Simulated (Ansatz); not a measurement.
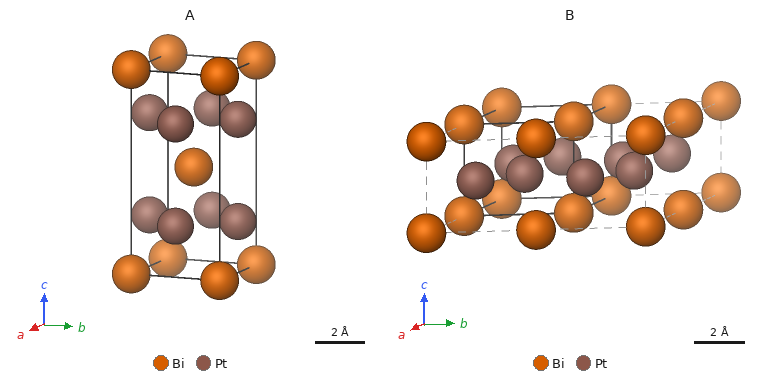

Two structures of BiPt$_{2}$, each relaxed to rest (conventional cells in solid outline, small ones repeated, not to one scale). Method: DFT PBE, scalar-relativistic, plane waves, PAW (Ansatz), without spin polarisation.

> Name structures A and B.

A: 6 atoms a cell on a body-centred tetragonal lattice, I4/mmm. B: AlB₂ type, P6/mmm.

> A or B: which is lower in energy?

A is lower, by 154 meV/atom at this level of theory (energies at zero smearing). Volumes: A 21.8, B 21.3 Å³/atom.

One or both may be structure types tried for this composition rather than known phases.
